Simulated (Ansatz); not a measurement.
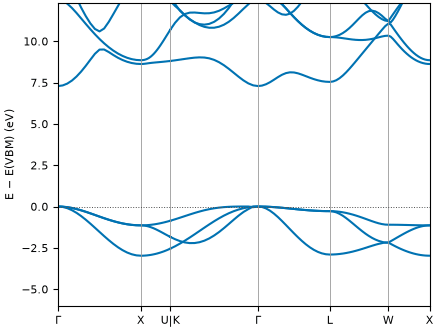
Fig. 1. Band structure from plane-wave PAW r²SCAN (Ansatz code)

Q: Read off the gap and where the band edges lie.

A: About 7.3 eV (7.29 eV by a search for the band edges); maximum on the K–Γ line, 83 % of the way from K, minimum at Γ.

The material is LiCl (rock salt, space group No. 225).

Space group Fm-3m (rock salt). Symmetry was held in the r²SCAN relaxation; phonons on a q-mesh show no instability.

Potentials: the later of the program's two PAW sets.
